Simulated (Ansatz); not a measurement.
Consider C8H20GeO3 (GeEt(OEt)3).

The calculation's input:

```
crystal:
  periodic: [false, false, false]
  atoms:
    - {symbol: Ge, position_ang: [0.206549, -0.091253, 0.875274]}
    - {symbol: C, position_ang: [-0.168583, 0.085972, 2.782300]}
    - {symbol: C, position_ang: [0.804539, -0.740016, 3.631172]}
    - {symbol: H, position_ang: [-1.219818, -0.234901, 2.936667]}
    - {symbol: H, position_ang: [-0.118304, 1.167266, 3.026861]}
    - {symbol: H, position_ang: [0.586554, -0.632579, 4.713765]}
    - {symbol: H, position_ang: [0.740504, -1.816777, 3.376806]}
    - {symbol: H, position_ang: [1.853250, -0.421717, 3.463747]}
    - {symbol: O, position_ang: [1.909411, 0.277636, 0.466834]}
    - {symbol: C, position_ang: [2.276838, 1.321503, -0.435543]}
    - {symbol: C, position_ang: [2.214009, 0.885274, -1.893493]}
    - {symbol: H, position_ang: [1.637806, 2.222340, -0.290758]}
    - {symbol: H, position_ang: [3.317579, 1.610002, -0.167322]}
    - {symbol: H, position_ang: [2.585252, 1.691603, -2.559808]}
    - {symbol: H, position_ang: [2.836840, -0.016749, -2.062435]}
    - {symbol: H, position_ang: [1.169061, 0.656604, -2.185180]}
    - {symbol: O, position_ang: [-0.731562, 1.011617, -0.206343]}
    - {symbol: C, position_ang: [-2.154762, 1.033134, -0.142170]}
    - {symbol: C, position_ang: [-2.678251, 1.976720, -1.213169]}
    - {symbol: H, position_ang: [-2.575162, 0.009985, -0.297831]}
    - {symbol: H, position_ang: [-2.503280, 1.372865, 0.864549]}
    - {symbol: H, position_ang: [-3.785237, 2.035119, -1.181825]}
    - {symbol: H, position_ang: [-2.267389, 2.996371, -1.066113]}
    - {symbol: H, position_ang: [-2.374054, 1.628411, -2.221339]}
    - {symbol: O, position_ang: [-0.106365, -1.816116, 0.491443]}
    - {symbol: C, position_ang: [0.314080, -2.385325, -0.747027]}
    - {symbol: C, position_ang: [-0.684606, -2.134723, -1.871374]}
    - {symbol: H, position_ang: [1.321016, -2.002505, -1.033934]}
    - {symbol: H, position_ang: [0.424514, -3.478538, -0.571705]}
    - {symbol: H, position_ang: [-0.369651, -2.650115, -2.802383]}
    - {symbol: H, position_ang: [-1.689441, -2.510517, -1.590056]}
    - {symbol: H, position_ang: [-0.771327, -1.050600, -2.089608]}
basis:
  gaussian: {orbitals: def2-TZVP, initial_orbitals: start.molden}
hamiltonian: {xc: pbe0, dispersion: d4}
scf: {omitted_lower_state_checks: [starts]}
output: {orbitals: {seedname: orbitals}}
```

Command:

```sh
ansatz run in.yaml --threads 4 --pin off --events-out ev --progress --plain --max-ram 6963MiB
```

Geometry: PBE-D4/def2-SVP.

Computed with Ansatz 0.2.0, RKS PBE0-D4/def2-TZVP.

**What will maps of the electron density and electron localisation function show?**

C–O (1.42 Å): the density is about 2 e/Å³ at the midpoint, with its minimum of 1.7 e/Å³ about 0.5 Å from C; the ELF peaks at about 0.90 between the atoms (a polar covalent bond).
C–C (1.52 Å): ρ is about 1.7 e/Å³ halfway; the ELF peaks at about 0.95 between the atoms: localised, covalent bonding.
Ge–O (1.79 Å): ρ at the midpoint is about 0.97 e/Å³; the ELF peaks at about 0.85 in the valence shell of O, 0.6 Å from its nucleus, and is about 0.35 at the midpoint.
C–H (1.11 Å): ρ at the midpoint is about 1.9 e/Å³; the ELF climbs to about 1 towards the hydrogen, as it does in any bond to H: an ordinary covalent bond to hydrogen.

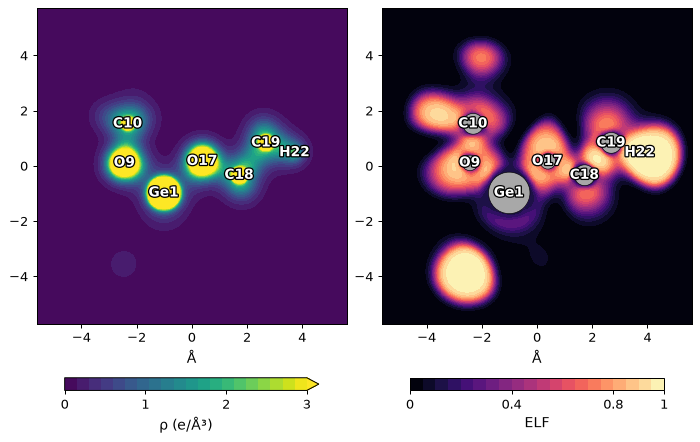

Computed electron density and electron localisation function on the plane of atoms Ge1, O17 and C18, in this order. Grey discs cover the atomic cores in the ELF map. 
